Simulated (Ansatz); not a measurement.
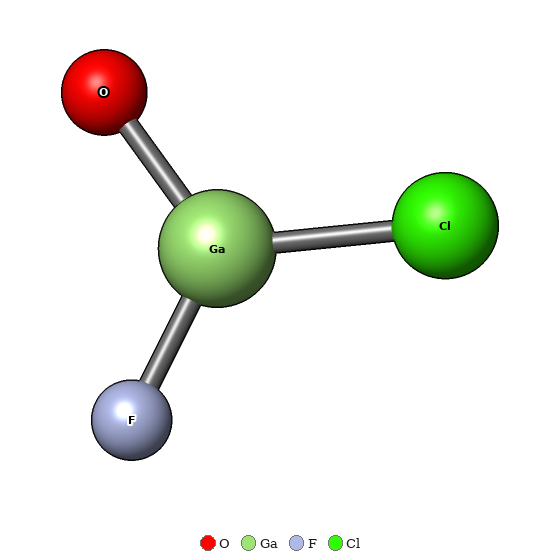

Geometry used (GaOClF, SMILES [O][Ga]([F])[Cl], doublet).

Kohn-Sham orbital energies near the frontier (alpha spin), BLYP/def2-TZVPP with the Ansatz code 0.2.0, at a PBE0-D4/def2-TZVP geometry (a minimum by its frequencies), isolated molecule; empty levels in grey, levels within 0.03 eV side by side.

Question: Where do the highest filled and lowest empty alpha orbitals lie?

Answer: HOMO at −8.32 eV, LUMO at −2.90 eV, 5.42 eV apart.

Question: And the beta frontier levels?

Answer: Beta HOMO −7.84 eV, beta LUMO −6.88 eV.

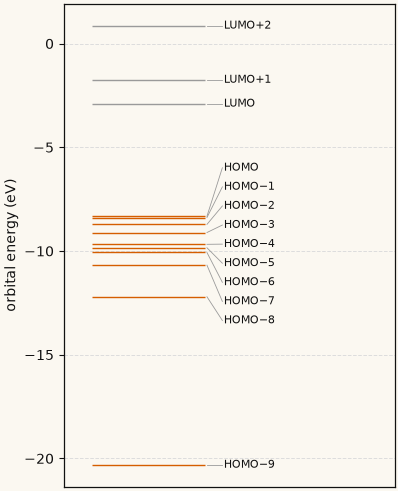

Note: no scalar relativity up to krypton; empty levels above zero depend strongly on the basis.
